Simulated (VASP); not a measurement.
Band structure of InP (relaxed from the NiAs type structure, space group P6_3/mmc). Method: PBEsol GGA, VASP's PBE PAW potentials (set 64) (plane waves; VASP).

Unless said otherwise, spin-orbit coupling is left out, though it shifts the bands of the heavy elements here.

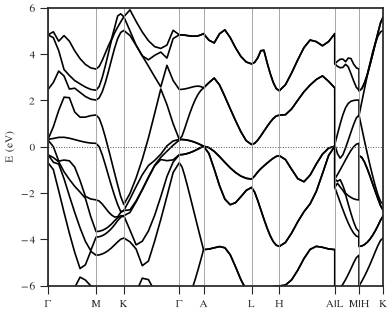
Fig. 1. Bands along high-symmetry lines, zero at the valence-band maximum or, without a gap, the Fermi level

**Question.** Read the plot: is there a gap, and where are the band edges?

**Answer.** It has no gap at this level: it comes out as a metal or semimetal. (Edges off the drawn lines would not show.)

The structure was generated: InP was put into the NiAs type type (P6_3/mmc), which need not be its known phase. It was relaxed first, which changed the volume by +10 %.
